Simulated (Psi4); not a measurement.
## P$_{2}$: geometry relaxation (part 2 of 3)

The same run, continued: P$_{2}$ (diphosphorus); MP2/aug-cc-pVDZ, RHF (Psi4 1.11). 

Geometry of the input (Å):
```
P  0.0000  0.0000  0.0000
P  0.0000  0.0000  1.8934
```

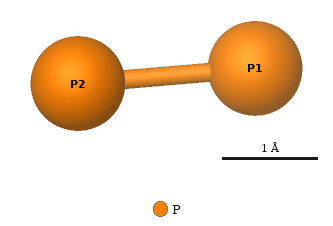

The structure as given in the input (ball-and-stick view, seen at a tilt; atoms are numbered from 1 in the order of the input).

## What the program printed, continued
```
	        --- Internal Coordinate Step in ANG or DEG, aJ/ANG or AJ/DEG ---
	-------------------------------------------------------------------------------
	           Coordinate      Previous         Force          Change          New
	           ----------      --------        ------          ------        ------
	               R(1,2)       1.89340        0.31182        0.03955       1.93295
	-------------------------------------------------------------------------------

	                                 ==> Convergence Check <==

	Measures of convergence in internal coordinates in au.

	Criteria marked as inactive (o), active & met (*), and active & unmet ( ).

	----------------------------------------------------------------------------------------------~
	   Step    Total Energy     Delta E     Max Force     RMS Force      Max Disp      RMS Disp   ~
	----------------------------------------------------------------------------------------------~
	  Convergence Criteria     1.00e-06 *    3.00e-04 *             o    1.20e-03 *             o~
	----------------------------------------------------------------------------------------------~
	     1    -681.70500015   -6.82e+02      3.78e-02      3.78e-02 o    7.47e-02      7.47e-02 o  ~
	----------------------------------------------------------------------------------------------

Next Geometry in Ang
	Fragment 1 (Ang)

	    P   0.0000000000   0.0000000000  -0.9664728645
	    P   0.0000000000   0.0000000000   0.9664728645

    Structure for next step:
    Molecular point group: d2h
    Full point group: D_inf_h

    Geometry (in Angstrom), charge = 0, multiplicity = 1:

    P            0.000000000000     0.000000000000    -0.966472864457
    P            0.000000000000     0.000000000000     0.966472864457

gradient() will perform analytic gradient computation.
    SCF Algorithm Type (re)set to DF.

  ==> Geometry <==

    Molecular point group: d2h
    Full point group: D_inf_h

    Geometry (in Angstrom), charge = 0, multiplicity = 1:

       Center              X                  Y                   Z               Mass
    ------------   -----------------  -----------------  -----------------  -----------------
         P            0.000000000000     0.000000000000    -0.966472864457    30.973761998420
         P            0.000000000000     0.000000000000     0.966472864457    30.973761998420

  Running in d2h symmetry.

  Rotational constants: A = ************  B =      0.29134  C =      0.29134 [cm^-1]
  Rotational constants: A = ************  B =   8734.01467  C =   8734.01467 [MHz]
  Nuclear repulsion =   61.597628231215744

  Charge       = 0
  Multiplicity = 1
  Electrons    = 30
  Nalpha       = 15
  Nbeta        = 15

  ==> Algorithm <==

  SCF Algorithm Type is DF.
  DIIS enabled.
  MOM disabled.
  Fractional occupation disabled.
  Guess Type is READ.
  Energy threshold   = 1.00e-10
  Density threshold  = 1.00e-10
  Integral threshold = 1.00e-12

   => Loading Basis Set <=

    Name: AUG-CC-PVDZ
    Role: ORBITAL
    Keyword: BASIS

  Reading orbitals from file scr/job.m.1498248.180.npy, no projection.

   => Auxiliary Basis Set <=

  Basis Set: (AUG-CC-PVDZ AUX)
    Blend: AUG-CC-PVDZ-JKFIT
    Number of shells: 80
    Number of basis functions: 256
    Number of Cartesian functions: 300
    Spherical Harmonics?: true
    Max angular momentum: 3

  Minimum eigenvalue in the overlap matrix is 1.2859907875E-03.
  Reciprocal condition number of the overlap matrix is 3.1560855906E-04.
    Using symmetric orthogonalization.

  ==> Pre-Iterations <==

  SCF Guess: Orbitals guess was supplied from a previous computation.

   -------------------------------------------------------
    Irrep   Nso     Nmo     Nalpha   Nbeta   Ndocc  Nsocc
   -------------------------------------------------------
     Ag        13      13       5       5       5       0
     B1g        2       2       0       0       0       0
     B2g        6       6       1       1       1       0
     B3g        6       6       1       1       1       0
     Au         2       2       0       0       0       0
     B1u       13      13       4       4       4       0
     B2u        6       6       2       2       2       0
     B3u        6       6       2       2       2       0
   -------------------------------------------------------
    Total      54      54      15      15      15       0
   -------------------------------------------------------

  ==> Iterations <==

                           Total Energy        Delta E     RMS |[F,P]|

   @DF-RHF iter   0:  -681.42657149273623   -6.81427e+02   4.69435e-03
   @DF-RHF iter   1:  -681.46685495150814   -4.02835e-02   4.85777e-04 ADIIS/DIIS
   @DF-RHF iter   2:  -681.46696117924034   -1.06228e-04   1.59952e-04 ADIIS/DIIS
   @DF-RHF iter   3:  -681.46696958595896   -8.40672e-06   2.22346e-05 DIIS
   @DF-RHF iter   4:  -681.46696997686195   -3.90903e-07   3.72819e-06 DIIS
   @DF-RHF iter   5:  -681.46696998926575   -1.24038e-08   4.13161e-07 DIIS
   @DF-RHF iter   6:  -681.46696998943423   -1.68484e-10   9.01527e-08 DIIS
   @DF-RHF iter   7:  -681.46696998944276   -8.52651e-12   1.51859e-08 DIIS
   @DF-RHF iter   8:  -681.46696998944310   -3.41061e-13   1.82683e-09 DIIS
   @DF-RHF iter   9:  -681.46696998944276    3.41061e-13   2.95366e-10 DIIS
   @DF-RHF iter  10:  -681.46696998944299   -2.27374e-13   3.42406e-11 DIIS
  Energy and wave function converged.

  ==> Post-Iterations <==

    Final Occupation by Irrep:
             Ag   B1g   B2g   B3g    Au   B1u   B2u   B3u
    DOCC [     5,    0,    1,    1,    0,    4,    2,    2 ]
    NA   [     5,    0,    1,    1,    0,    4,    2,    2 ]
    NB   [     5,    0,    1,    1,    0,    4,    2,    2 ]

  @DF-RHF Final Energy:  -681.46696998944299

   => Energetics <=

    Nuclear Repulsion Energy =             61.5976282312157437
    One-Electron Energy =               -1065.6831591410632427
    Two-Electron Energy =                 322.6185609204046045
    Total Energy =                       -681.4669699894429868

Computation Completed

Properties will be evaluated at   0.000000,   0.000000,   0.000000 [a0]

Properties computed using the SCF density matrix

 Multipole Moments:

 ------------------------------------------------------------------------------------
     Multipole            Electronic (a.u.)      Nuclear  (a.u.)        Total (a.u.)
 ------------------------------------------------------------------------------------

 L = 1.  Multiply by 2.5417464519 to convert [e a0] to [Debye]
 Dipole X            :          0.0000000            0.0000000            0.0000000
 Dipole Y            :          0.0000000            0.0000000            0.0000000
 Dipole Z            :          0.0000000            0.0000000            0.0000000
 Magnitude           :                                                    0.0000000

 ------------------------------------------------------------------------------------

	total time  =          0 seconds =       0.00 minutes

  //>>>>>>>>>>>>>>>>>>>>>>>>>>>>>>>>>>>//
  //               DFMP2               //
  //<<<<<<<<<<<<<<<<<<<<<<<<<<<<<<<<<<<//

  ==> Geometry <==

    Molecular point group: d2h
    Full point group: D_inf_h

    Geometry (in Angstrom), charge = 0, multiplicity = 1:

       Center              X                  Y                   Z               Mass
    ------------   -----------------  -----------------  -----------------  -----------------
         P            0.000000000000     0.000000000000    -0.966472864457    30.973761998420
         P            0.000000000000     0.000000000000     0.966472864457    30.973761998420

  Nuclear repulsion =   61.597628231215744
  Reference energy  = -681.466969989442987

  => Iterations <=

             Iter  Converged  Remaining    Residual
  CGR           1          0          1   4.612E-02
  CGR           2          0          1   1.255E-02
  CGR           3          0          1   2.153E-03
  CGR           4          0          1   4.860E-04
  CGR           5          0          1   6.086E-05
  CGR           6          0          1   8.945E-06
  CGR           7          0          1   1.087E-06
  CGR           8          1          0   1.023E-07

    CGRSolver converged.

Problem determining natural orbital and density matrix symmetries.
Future calls to oeprop using this density will not work. Try disabling symmetry.

   => Auxiliary Basis Set <=

  Basis Set: (AUG-CC-PVDZ AUX)
    Blend: AUG-CC-PVDZ-JKFIT
    Number of shells: 80
    Number of basis functions: 256
    Number of Cartesian functions: 300
    Spherical Harmonics?: true
    Max angular momentum: 3

	-----------------------------------------------------------
	 ==================> DF-MP2 Energies <====================
	-----------------------------------------------------------
	 Reference Energy          =    -681.4669699894429868 [Eh]
	 Singles Energy            =      -0.0000000000000000 [Eh]
	 Same-Spin Energy          =      -0.0619576426026870 [Eh]
	 Opposite-Spin Energy      =      -0.1778733444773190 [Eh]
	 Correlation Energy        =      -0.2398309870800059 [Eh]
	 Total Energy              =    -681.7068009765230272 [Eh]
	-----------------------------------------------------------
	 ================> DF-SCS-MP2 Energies <==================
	-----------------------------------------------------------
	 SCS Same-Spin Scale       =       0.3333333333333333 [-]
	 SCS Opposite-Spin Scale   =       1.2000000000000000 [-]
	 SCS Same-Spin Energy      =      -0.0206525475342290 [Eh]
	 SCS Opposite-Spin Energy  =      -0.2134480133727828 [Eh]
	 SCS Correlation Energy    =      -0.2341005609070118 [Eh]
	 SCS Total Energy          =    -681.7010705503499821 [Eh]
	-----------------------------------------------------------

  -Total Gradient:
     Atom            X                  Y                   Z
    ------   -----------------  -----------------  -----------------
       1       -0.000000000000     0.000000000000     0.011242038388
       2        0.000000000000    -0.000000000000    -0.011242038388

	total time  =          1 seconds =       0.02 minutes

    			-----------------------------------------

    			 OPTKING 3.0: for geometry optimizations

    			        with contributions from

    			-----------------------------------------

	                            ===> Fragment 1 <==

	 Z (Atomic Numbers)          Masses                          Geom
	      15.000000            30.973762          0.00000000  0.00000000 -1.82636902
	      15.000000            30.973762          0.00000000  0.00000000  1.82636902

	 - Coordinate -           - BOHR/RAD -       - ANG/DEG -
	 R(1,2)           =         3.652738           1.932946

	        --- Internal Coordinate Step in ANG or DEG, aJ/ANG or AJ/DEG ---
	-------------------------------------------------------------------------------
	           Coordinate      Previous         Force          Change          New
	           ----------      --------        ------          ------        ------
	               R(1,2)       1.93295        0.09262        0.01669       1.94964
	-------------------------------------------------------------------------------

	                                 ==> Convergence Check <==

	Measures of convergence in internal coordinates in au.

	Criteria marked as inactive (o), active & met (*), and active & unmet ( ).

	----------------------------------------------------------------------------------------------
	   Step    Total Energy     Delta E     Max Force     RMS Force      Max Disp      RMS Disp
	----------------------------------------------------------------------------------------------
	  Convergence Criteria     1.00e-06 *    3.00e-04 *             o    1.20e-03 *             o
	----------------------------------------------------------------------------------------------
	     2    -681.70680098   -1.80e-03      1.12e-02      1.12e-02 o    3.15e-02      3.15e-02 o  ~
	----------------------------------------------------------------------------------------------

Next Geometry in Ang
	Fragment 1 (Ang)

	    P   0.0000000000   0.0000000000  -0.9748193565
	    P   0.0000000000   0.0000000000   0.9748193565

    Structure for next step:
    Molecular point group: d2h
    Full point group: D_inf_h

    Geometry (in Angstrom), charge = 0, multiplicity = 1:

    P            0.000000000000     0.000000000000    -0.974819356463
    P            0.000000000000     0.000000000000     0.974819356463

gradient() will perform analytic gradient computation.
    SCF Algorithm Type (re)set to DF.

  ==> Geometry <==

    Molecular point group: d2h
    Full point group: D_inf_h

    Geometry (in Angstrom), charge = 0, multiplicity = 1:

       Center              X                  Y                   Z               Mass
    ------------   -----------------  -----------------  -----------------  -----------------
         P            0.000000000000     0.000000000000    -0.974819356463    30.973761998420
         P            0.000000000000     0.000000000000     0.974819356463    30.973761998420

  Running in d2h symmetry.

  Rotational constants: A = ************  B =      0.28637  C =      0.28637 [cm^-1]
  Rotational constants: A = ************  B =   8585.09210  C =   8585.09210 [MHz]
  Nuclear repulsion =   61.070223734943866

  Charge       = 0
  Multiplicity = 1
  Electrons    = 30
  Nalpha       = 15
  Nbeta        = 15

   => Auxiliary Basis Set <=

  Basis Set: (AUG-CC-PVDZ AUX)
    Blend: AUG-CC-PVDZ-JKFIT
    Number of shells: 80
    Number of basis functions: 256
    Number of Cartesian functions: 300
    Spherical Harmonics?: true
    Max angular momentum: 3

  Minimum eigenvalue in the overlap matrix is 1.3586213369E-03.
  Reciprocal condition number of the overlap matrix is 3.3427543803E-04.
    Using symmetric orthogonalization.

  ==> Iterations <==

                           Total Energy        Delta E     RMS |[F,P]|
```
